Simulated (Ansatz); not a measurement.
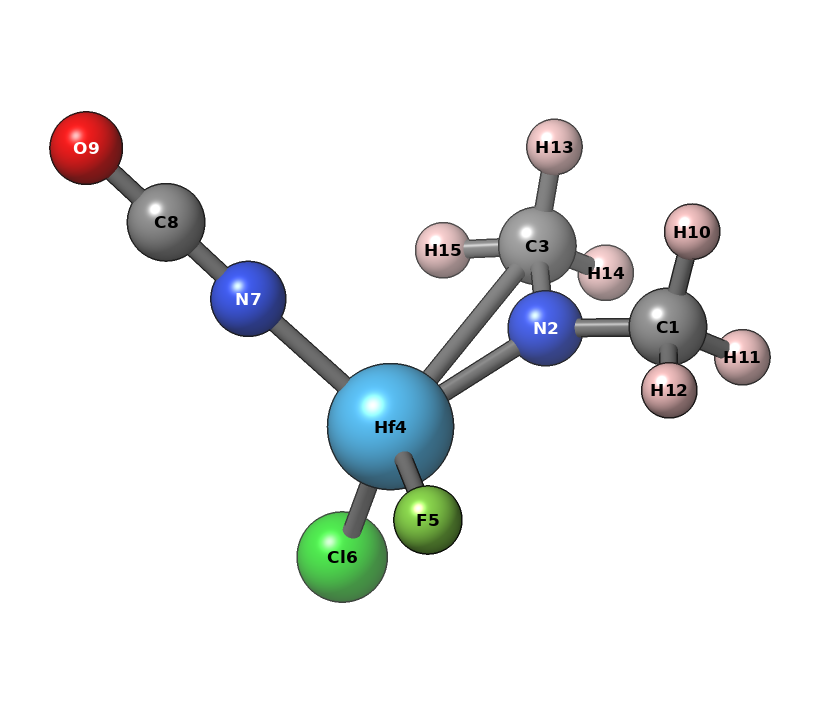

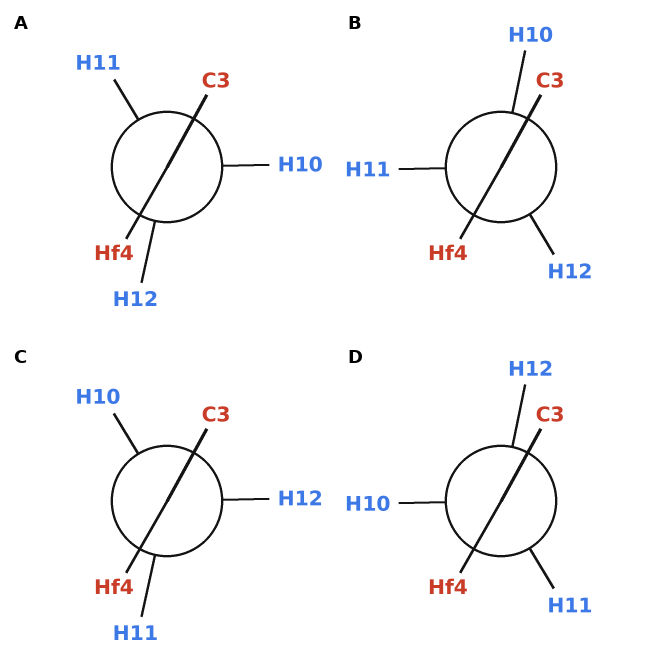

Depth is shown by fading: the farther an atom, the more it takes the colour of the background. Bonds that would overlap in a projection are set slightly apart. Charge 0, singlet. Computed geometry: PBE0-D4/def2-TZVP optimisation.

Q: Which Newman projection shows the view along N2–C1, with N2 in front?

A: A. The torsion angle Hf4–N2–C1–H10 is −121°, anticlinal.
